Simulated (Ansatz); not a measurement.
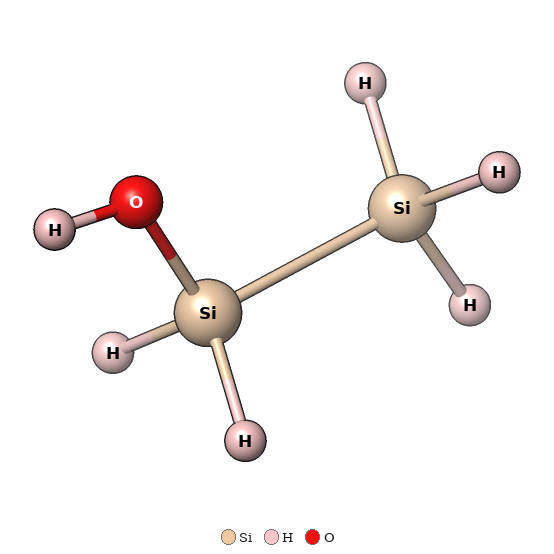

Depth is shown by fading: the farther an atom, the more it takes the colour of the background. The computed structure is the end point of a PBE0-D4/def2-TZVP optimisation.

### Which symmetry elements does this geometry have?

It has 1 mirror plane, so the point group is Cs. The group has 2 operations. The geometry is achiral, and symmetry allows a dipole moment.
